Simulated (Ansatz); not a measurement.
```sh
ansatz run in.yaml --threads 4 --pin off --events-out ev --progress --plain --max-ram 9574MiB
```

```yaml
crystal:
  periodic: [false, false, false]
  atoms:
    - {symbol: Al, position_ang: [0.105247, 0.681296, 1.438339]}
    - {symbol: N, position_ang: [-1.632124, 0.616726, 1.126896]}
    - {symbol: H, position_ang: [0.838610, 2.073044, 1.258527]}
    - {symbol: H, position_ang: [0.828445, -0.656488, 1.879281]}
    - {symbol: H, position_ang: [-2.195939, 1.401791, 0.843536]}
    - {symbol: H, position_ang: [-2.201474, -0.210273, 1.207044]}
basis:
  gaussian: {orbitals: def2-TZVPP}
hamiltonian: {xc: pbe}
correlation: {method: rpa}
```

What structure does this define?

It has 6 atoms: 1 aluminium, 4 hydrogen and 1 nitrogen (AlH₄N). This geometry has C2v symmetry. All atoms lie on one plane. Coordination: 1 Al trigonal planar; 1 N trigonal planar.

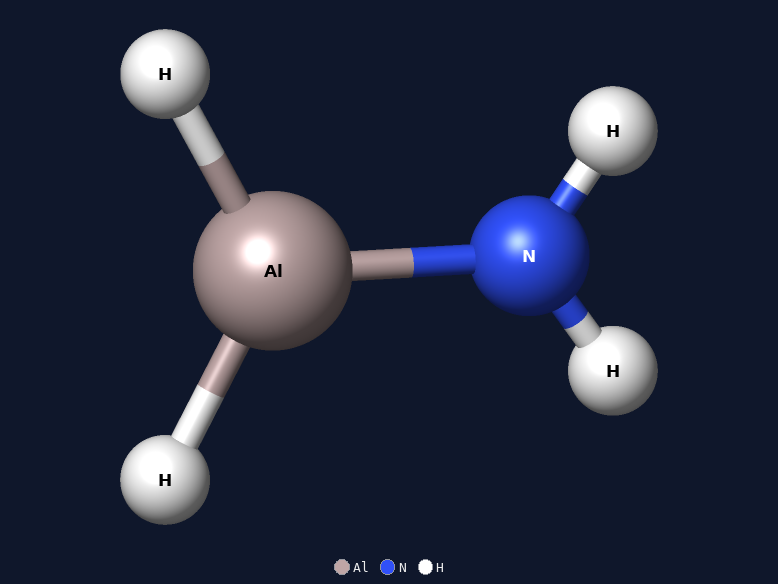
